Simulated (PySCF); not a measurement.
## A study: (H3Si)2S (H₆SSi₂)

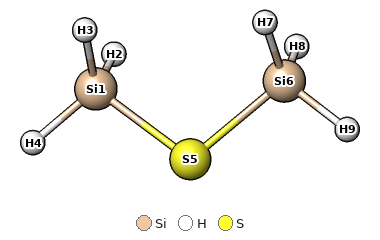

The molecule, with its atoms numbered as below. No frequency check shows the geometry to be a minimum.

Cartesian coordinates (Å):

```
Si1     -1.6914    0.3923    0.0001
H2      -1.6401    1.2093   -1.2066
H3      -1.6178    1.2355    1.1875
H4      -2.8207   -0.5183    0.0206
S5       0.0001   -0.9274   -0.0003
Si6      1.6913    0.3924    0.0001
H7       1.6177    1.2356    1.1875
H8       1.6400    1.2094   -1.2066
H9       2.8207   -0.5182    0.0206
```

Part 1: Bonding charge

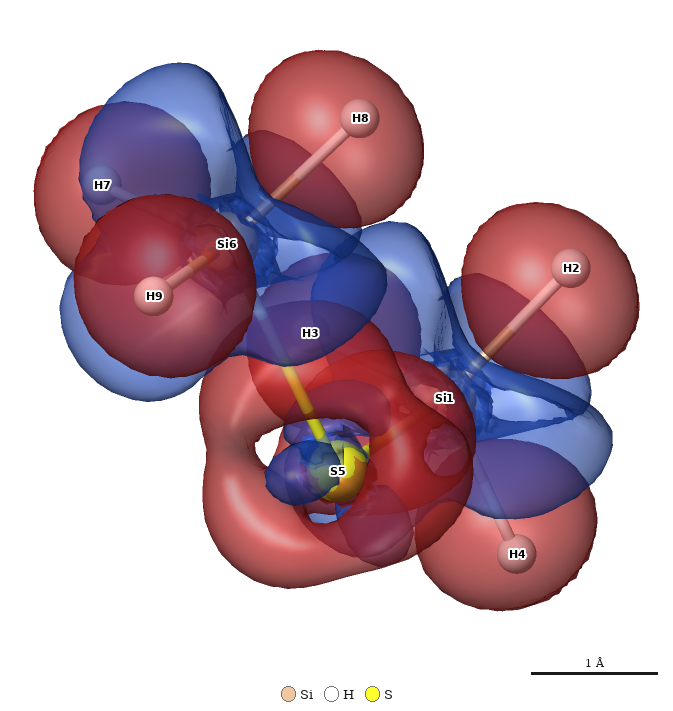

Deformation density (molecule less spherical, spin-averaged free atoms at the same positions), surfaces at ±0.04 e/Å³; red: gain, blue: loss.

Method: PBE/def2-TZVP; geometry: GFN2-xTB; program: PySCF.

> How much density has each bond gained at its critical point, relative to the free atoms?

Si1–H4 and Si6–H9: +0.23 e/Å³ at the bond critical point (bond length 1.45 Å, Mayer order 0.9). Si1–H2 and Si6–H8: +0.23 e/Å³ at the bond critical point (bond length 1.46 Å, Mayer order 0.9). Si1–H3 and Si6–H7: +0.23 e/Å³ at the bond critical point (bond length 1.46 Å, Mayer order 0.9). S5–Si6 and Si1–S5: +0.08 e/Å³ at the bond critical point (bond length 2.15 Å, Mayer order 1.1). In all, 2.0 electrons gather in the regions of gain relative to the promolecule. A small or negative value marks a very polar bond, one between electron-rich atoms, whose free-atom densities already overlap strongly, a long bond to a heavier atom, or a closed-shell contact such as a hydrogen bond.

> Where do the Hirshfeld charges lie?

The highest Hirshfeld charge is on Si1 and Si6 (+0.28 e), the lowest on S5 (−0.16 e).

```csv
atom,charge (e)
Si1,+0.28
H2,−0.07
H3,−0.07
H4,−0.06
S5,−0.16
Si6,+0.28
H7,−0.07
H8,−0.07
H9,−0.06
```

Part 2: Bond critical points

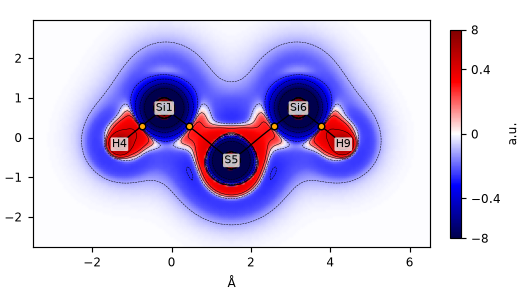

Negative Laplacian of the density (−∇²ρ) in the plane of Si1, H4, S5, Si6 and H9 (red positive, blue negative, colour scale in a.u., logarithmic beyond ±0.04), with bond paths and bond critical points (dots).

> At which bond critical points in this plane is charge locally concentrated, and at which depleted?

At none is it concentrated. Depleted (∇²ρ > 0): Si1–H4 and Si6–H9 (+0.18 a.u., H = −0.081); S5–Si6 and Si1–S5 (+0.08 a.u., H = −0.056). A positive Laplacian with clearly negative H marks a strongly polar covalent bond, whose critical point lies close to the core of the less electronegative atom.

> Where along S5–Si6 does the critical point lie?

1.37 Å from S5 and 0.78 Å from Si6.

Part 3: Electrostatic potential

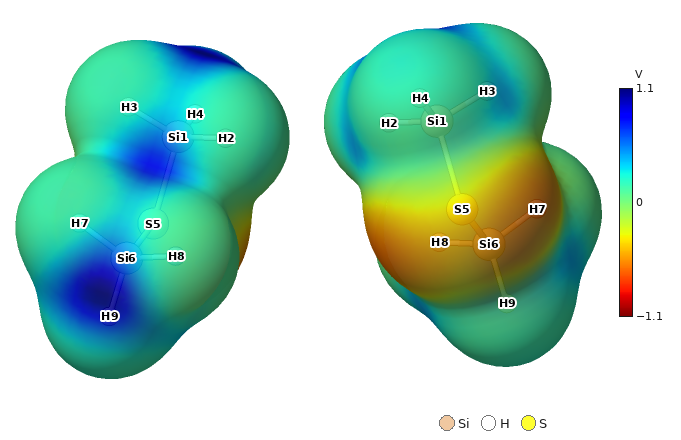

Electrostatic potential on the surface of electron density 0.001 a.u. (back view left, front view right).

> Where are the extremes of the potential on the surface?

Highest: 1.07 V, near Si1 (2.04 Å), H4 (2.08 Å), H2 (2.16 Å) and H3 (2.18 Å), and at like points elsewhere. Further maxima include 0.86 V, near H3 (2.13 Å), H2 (2.15 Å), H7 (2.16 Å), H8 (2.18 Å), Si1 (2.30 Å) and Si6 (2.33 Å); 0.46 V, near H3 (1.95 Å), H4 (2.04 Å) and Si1 (2.14 Å), and at like points elsewhere. Lowest: −0.64 V, 2.2 Å from S5, and at like points elsewhere. The surface is sampled at points, so like sites can differ by a few per cent and only the strongest of them is named.

> What volume does the surface enclose, and what is the dipole moment?

About 133 Å³; the dipole moment is 1.1 D.

Part 4: Excited states

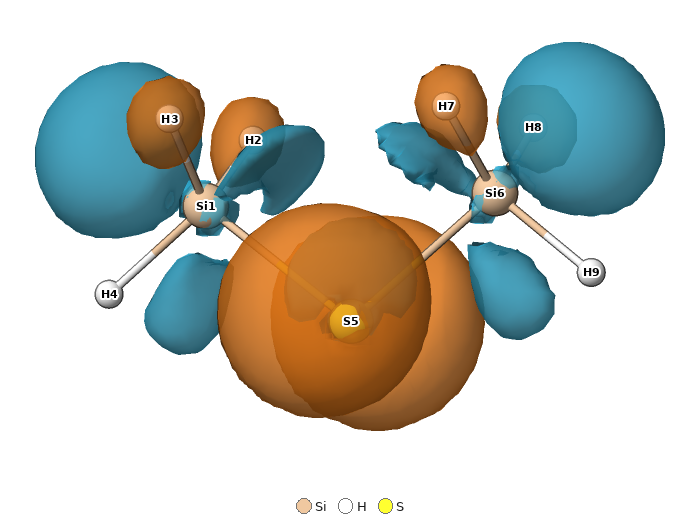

Unrelaxed difference density of S₁ less the ground state (TDA singlet states), ±0.015 e/Å³; light blue: gain, orange: loss.

PySCF calculation, B3LYP/cc-pVTZ, gas phase; geometry: GFN2-xTB. Without diffuse functions Rydberg states are missing, so the states' numbers hold for this basis only.

> How does the charge move on excitation?

0.77 e is displaced in all, of which about 0.5 e passes between atoms: S5 (0.53 e) loses electrons and Si1 and Si6 (0.20 e each) and H4 and H9 (0.04 e each) gain them. The state: 5.61 eV (221 nm), f = 0.010, partly diffuse acceptor orbital, which a basis without diffuse functions describes poorly; the leading pair carries 100 %; hole on S5 (72 %) and Si1 and Si6 (8 % each), electron on Si1 and Si6 (28 % each) and S5 (20 %) (atom shares of so diffuse an orbital are rough); their centroids lie 0.9 Å apart.

The PySCF runs shown took 31 s and 6.6 min on 1 thread of Intel(R) Xeon(R) Processor @ 2.70GHz (shared host).
